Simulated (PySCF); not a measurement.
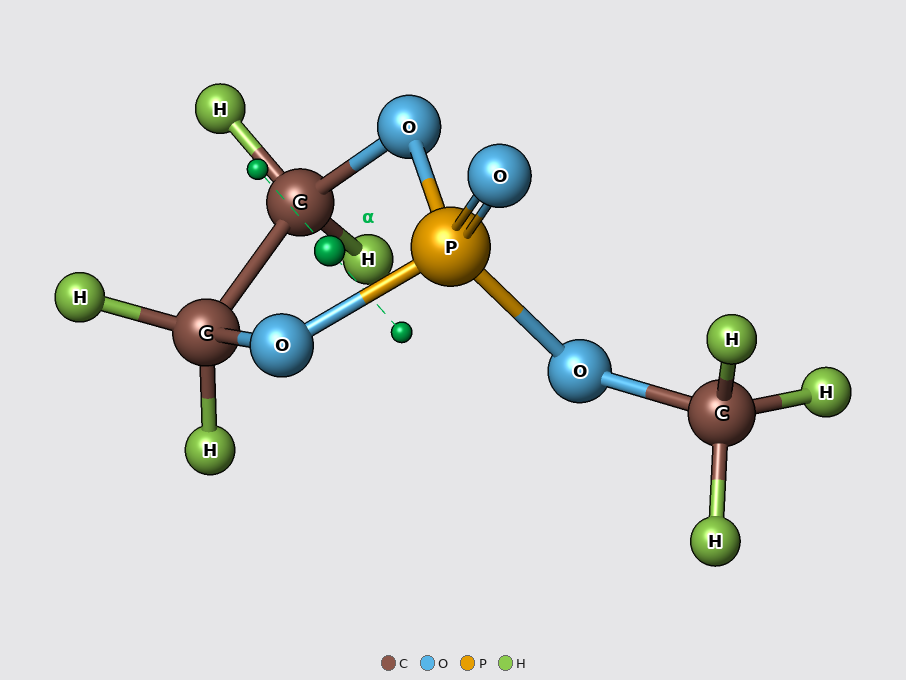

The small points mark where nucleus-independent chemical shifts (NICS) were computed: at the centre of each lettered ring and 1 Å above and below it. Computed geometry: GFN2-xTB optimisation. No frequency run is at hand to confirm it as a minimum. Method: GIAO PBE0/pcSseg-1 NMR shielding, non-relativistic, gas phase (PySCF 2.14.0).

Give NICS(0), NICS(1) and the out-of-plane component NICS(1)zz for each ring (means of the two sides).

```tsv
ring	members	NICS(0)	NICS(1)	NICS(1)zz
α	C2O2P	−8.6	−3.0	−5.1
```

Values in ppm.

**What do the values say about the ring currents?**

Ring α: weak, as in a non-aromatic ring. NICS is one index among several.

The geometry is semi-empirical. Around P such bond lengths and angles can be off by a tenth of an ångström or more and by several degrees, and values that hang on the shape move with them.
